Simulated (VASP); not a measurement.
# Si2Ni: the relaxed cell at several levels, part 3 of 3

How close do the usual functionals, with and without dispersion, come to the cell of Si2Ni? The start is a cell from a database of measured crystal structures.

VASP 6.6.1, plane waves and PAW; the level of theory is named at each step.

Still holding for the runs below: The k-mesh is coarse for a metal.

So far. Step 3 (Relaxation with LDA): It ends at 12.83 Å³/atom, -2.6 % from the start, with 0.11 GPa left. The conventional cell has a = 5.359 Å. Step 4 (Relaxation with r2SCAN): It ends at 13.01 Å³/atom, -1.2 % from the start, with 0.00 GPa left. The conventional cell has a = 5.385 Å.

**5. Relaxation with PBE + D3(BJ)**

This step: PBE with D3(BJ), spin-polarised from a ferromagnetic start (one magnetic atom a cell); plane waves and PAW (Si, Ni) (VASP 6.6.1).

A dispersion term adds the long-range attraction that semilocal functionals lack. D3 with Becke-Johnson damping keeps a finite attraction at short range.

File INCAR:

```
SYSTEM = Si2Ni
PREC = Accurate
ENCUT = 520
EDIFF = 1E-06
NELM = 100
ISMEAR = -1
SIGMA = 0.05
LREAL = .FALSE.
ALGO = Normal
GGA = PE
IVDW = 12
NBANDS = 17
ISPIN = 2
MAGMOM = 0 0 1
LASPH = .TRUE.
LMAXMIX = 4
LORBIT = 11
LWAVE = .FALSE.
LCHARG = .FALSE.
KPAR = 2
IBRION = 2
NSW = 60
ISIF = 3
EDIFFG = -0.01
```

File POSCAR:

```
Si2Ni
1.0
    0.0000000000      2.7030000000      2.7030000000
    2.7030000000      0.0000000000      2.7030000000
    2.7030000000      2.7030000000      0.0000000000
Si Ni
2 1
Direct
    0.2500000000      0.2500000000      0.2500000000
    0.7500000000      0.7500000000      0.7500000000
    0.0000000000      0.0000000000      0.0000000000
```

File KPOINTS:

```
Automatic mesh
0
Gamma
7 7 7
0 0 0
```

Potentials, in the order of the species: Si and Ni (PBE family, release 64).

Command:

```sh
$ mpirun -np 2 vasp_std
```

The program printed:

```text
[... set-up lines as in an earlier step ...]
 entering main loop
       N       E                     dE             d eps       ncg     rms          rms(c)
[... 15 cycles as in an earlier step ...]
   1 F= -.18713832E+02 E0= -.18710376E+02  d E =-.187138E+02  mag=    -0.0000
[...]
N       E                     dE             d eps       ncg     rms          rms(c)
DAV:   1    -0.176090099386E+02   -0.23052E+00   -0.19199E+00  1420   0.266E+01    0.508E+00
DAV:   2    -0.181589409527E+02   -0.54993E+00   -0.42259E+00  1462   0.499E+01    0.774E+00
DAV:   3    -0.173383369802E+02    0.82060E+00   -0.16121E+00  1557   0.347E+01    0.578E-01
DAV:   4    -0.173393713107E+02   -0.10343E-02   -0.70693E-02  1598   0.191E+00    0.582E-01
DAV:   5    -0.173359143470E+02    0.34570E-02   -0.68431E-03  1697   0.180E+00    0.101E-01
DAV:   6    -0.173359225793E+02   -0.82324E-05   -0.47149E-04  1687   0.240E-01    0.587E-02
DAV:   7    -0.173359329443E+02   -0.10365E-04   -0.39756E-05  1626   0.630E-02    0.754E-03
DAV:   8    -0.173359321519E+02    0.79241E-06   -0.17476E-06  1212   0.958E-03
   2 F= -.18714215E+02 E0= -.18710703E+02  d E =-.383153E-03  mag=     0.0000
 trial-energy change:   -0.000383  1 .order   -0.000050   -0.019768    0.019668
 step:   0.5139(harm=  0.5013)  dis= 0.00000  next Energy=   -18.718957 (dE=-0.512E-02)
[...]
N       E                     dE             d eps       ncg     rms          rms(c)
DAV:   1    -0.174240980021E+02   -0.88165E-01   -0.46065E-01  1401   0.131E+01    0.235E+00
DAV:   2    -0.175360794154E+02   -0.11198E+00   -0.85962E-01  1630   0.236E+01    0.355E+00
DAV:   3    -0.173638759014E+02    0.17220E+00   -0.41125E-01  1471   0.155E+01    0.465E-01
DAV:   4    -0.173617487336E+02    0.21272E-02   -0.73508E-03  1604   0.109E+00    0.106E-01
DAV:   5    -0.173616644198E+02    0.84314E-04   -0.34903E-04  2072   0.195E-01    0.434E-02
DAV:   6    -0.173616571625E+02    0.72572E-05   -0.14349E-05  2009   0.525E-02    0.127E-02
DAV:   7    -0.173616584524E+02   -0.12899E-05   -0.23192E-06  1210   0.127E-02    0.456E-03
DAV:   8    -0.173616586785E+02   -0.22605E-06   -0.78021E-08   718   0.324E-03
   3 F= -.18718831E+02 E0= -.18715376E+02  d E =-.499949E-02  mag=    -0.0000
[...]
reached required accuracy - stopping structural energy minimisation
```

It took 30 s on 2 MPI ranks of AMD EPYC 7R43, shared host; peak memory 0.32 GiB; 58 s of CPU time.

OUTCAR, selected parts (step 5):

```text
 Edisp (eV)   -1.37828

 Edisp (eV)   -1.35717

  Total       0.00286     0.00286     0.00286     0.00000     0.00000     0.00000
  in kB       0.11786     0.11786     0.11786     0.00000     0.00000     0.00000
  external pressure =        0.12 kB  Pullay stress =        0.00 kB

 POSITION                                       TOTAL-FORCE (eV/Angst)
 -----------------------------------------------------------------------------------
      1.34435      1.34435      1.34435        -0.000000      0.000000      0.000000
      4.03305      4.03305      4.03305        -0.000000     -0.000000     -0.000000
      0.00000      0.00000      0.00000         0.000000     -0.000000      0.000000
 -----------------------------------------------------------------------------------
    total drift:                               -0.000000     -0.000000      0.000000

  FREE ENERGIE OF THE ION-ELECTRON SYSTEM (eV)
  ---------------------------------------------------
  free  energy   TOTEN  =       -18.7188313472 eV

  energy  without entropy=      -18.7119205941  energy(sigma->0) =      -18.71537597

 magnetization (x)
# of ion       s       p       d       tot
------------------------------------------
    1       -0.000  -0.000   0.000  -0.000
    2       -0.000  -0.000   0.000  -0.000
    3        0.000   0.000  -0.000   0.000
--------------------------------------------------
tot         -0.000  -0.000  -0.000  -0.000

[... 2 parts as in an earlier step ...]

[... 2 further parts left out ...]
[key lines of the parts left out:]
E-fermi :  10.6479
```

Dispersion corrections of this kind ignore metallic screening and tend to overbind metals.

Relaxation path:

```tsv
step	energy less that of the first step (eV)	largest force (eV/Å)	pressure (GPa)	volume (Å³)
1	0.0000	0.0000	-2.60	39.50
2	-0.0004	0.0000	2.67	38.29
3	-0.0050	0.0000	0.01	38.87
```

```tsv
conventional cell, symmetrised	before	after	change
a (Å)	5.406	5.377	-0.5 %
b (Å)	5.406	5.377	-0.5 %
c (Å)	5.406	5.377	-0.5 %
volume (Å³/atom)	13.17	12.96	-1.6 %
```

The relaxed structure:

```cif
data_structure
_symmetry_space_group_name_H-M 'P 1'
_symmetry_Int_Tables_number 1
_cell_length_a 3.8024
_cell_length_b 3.8024
_cell_length_c 3.8024
_cell_angle_alpha 60.000
_cell_angle_beta 60.000
_cell_angle_gamma 60.000
_cell_volume 38.87
loop_
_atom_site_label
_atom_site_type_symbol
_atom_site_fract_x
_atom_site_fract_y
_atom_site_fract_z
_atom_site_occupancy
Si1 Si 0.25000 0.25000 0.25000 1
Si2 Si 0.75000 0.75000 0.75000 1
Ni3 Ni 0.00000 0.00000 0.00000 1
```

It ends at 12.96 Å³/atom, -1.6 % from the start, with 0.01 GPa left. The conventional cell has a = 5.377 Å. Against plain PBE, the dispersion term moves a by -1.2 %.

**6. The cells as a table**

This step: relaxed cells at several levels; plane waves and PAW (VASP 6.6.1).

This step runs nothing: it gathers the runs above.

Lengths are those of the conventional cell; cost is the wall time of each run, as given at its step, times its ranks, without the set-up around it. Results by level, by row:

```tsv
level	volume (Å³/atom)	change from the start (%)	a (Å)	largest site moment (μB)	cost (core minutes)
PBE	13.42	1.9	5.441	0	1.27
LDA	12.83	-2.6	5.359	0	0.8
r2SCAN	13.01	-1.2	5.385	0	3.83
PBE + D3(BJ)	12.96	-1.6	5.377	0	1
```

**7. Summary of results**

```
volume, PBE          : 13.42 Å³/atom
volume, LDA          : 12.83 Å³/atom
volume, r2SCAN       : 13.01 Å³/atom
volume, PBE + D3(BJ) : 12.96 Å³/atom
```

**Reading.** For Si2Ni the levels give volumes between 12.83 Å³/atom (LDA) and 13.42 Å³/atom (PBE), a spread of 4.6 %, while the cost of the finished runs spans a factor of 4.8. Within 1 % of experiment on every length: PBE, LDA, r2SCAN and PBE + D3(BJ). The nearest, r2SCAN, took 4.8 times the core time of LDA and lowers the largest miss from 0.86 to 0.39 %. Thermal and zero-point expansion, often some tenths of a per cent in length, bear on this order: with the measured lengths lowered by an assumed 0.4 % the nearest is still r2SCAN. The costs hold the number of ionic steps as well as the price of the functional. All runs lost the moments they were started with, so they describe a non-magnetic state; an order that doesn't fit this cell would change the volume. Adding D3(BJ) to PBE changes the volume by -3.4 % (a by -1.2 %). Pairwise corrections of the D and TS kind ignore the screening in a metal, so they may overbind here. Within 0.02 Å all end in space group Fm-3m; the runs can't lower the symmetry of the start. The k-sampling is coarse for a metal, so the Fermi level, moments, pressures and the shape of the cell carry errors. Only the typed magnetic starts were tried, so the magnetic ground state may differ and with it the other results. Each is a single relaxation on the plane waves of the start cell, so larger changes of volume carry a basis-set error that was not tested here.

Calculation against experiment:

| quantity | measured | PBE | LDA | r2SCAN | PBE + D3(BJ) |
| --- | --- | --- | --- | --- | --- |
| lattice constant a (Å) | 5.406 | 5.441 (+0.6 %) | 5.359 (-0.9 %) | 5.385 (-0.4 %) | 5.377 (-0.5 %) |

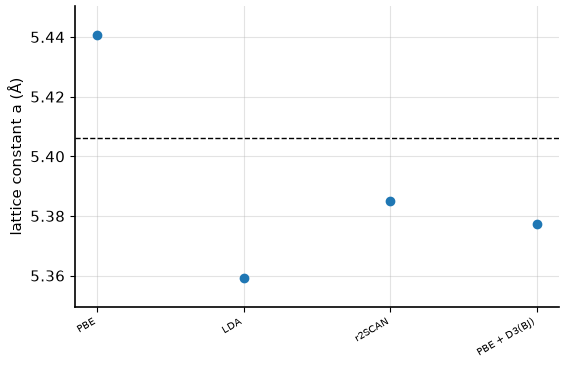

The lattice constant a by level; the dashed line is the measured value.

Measured values from arxiv:1602.05840 (2016).

Verdict: For the lattice constant a, of the levels listed nearest comes r2SCAN (-0.4 %) and farthest LDA (-0.9 %). The magnetic state of these runs (no moments) need not be that of the sample, so the match is not graded. For lattice constants the calculation has a static lattice, without zero-point motion or thermal expansion.

[Lines on the potential files, build, host, timing and source positions are cut from VASP's logs without a mark.]

[Logs are printed without paths, hosts, clocks, repeated set-up lines and the standing remarks that a program may print on its own settings, such as how far it seeks lower states.]

[Hosts, paths, dates, database ids (printed as entryN), source tags and the programs' standing remarks are cut or masked in the printed files.]

[A measured line is paired with the nearest computed mode of its activity, which favours agreement.]
